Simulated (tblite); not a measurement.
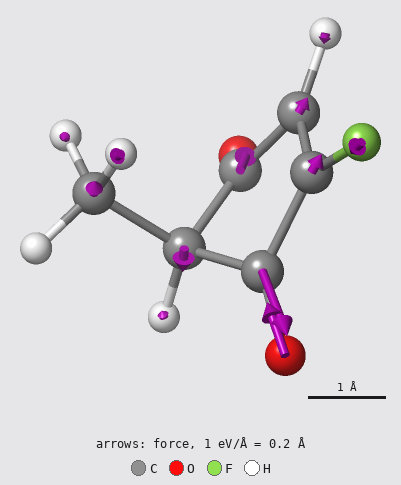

Starting geometry of C$_{6}$H$_{5}$FO$_{2}$ with the computed forces as purple arrows. Style: ball-and-stick. Shown from a free direction.

These are results of GFN2-xTB geometry optimisation, gas phase (tblite), not measurements. 

Is this structure relaxed? If not, where do the atoms go?

Answer. It isn't relaxed: the largest force vector, on a C atom, is 5.79 eV/Å. The final displacements have little in common with the starting forces (cosine between the two patterns 0.13). After 54 geometry steps the energy has fallen by 0.686 eV. An H atom moves most after the best rigid fit: 0.96 Å. By element the largest moves are H 0.96 Å, O 0.91 Å, F 0.80 Å, C 0.39 Å. Near-neighbour distances that change, for instance: C–O 1.266 → 1.199 Å, C–C 1.472 → 1.519 Å, C–H 1.132 → 1.088 Å, C–F 1.363 → 1.324 Å. Among the angles between lasting bonds that change: F–C–C 128.5° → 121.1°, C–C–H 114.5° → 108.7°, C–C–C 106.2° → 111.8°. Groups turn about C–C by about 40°, C–C by about 40°, C–C by about 30°.
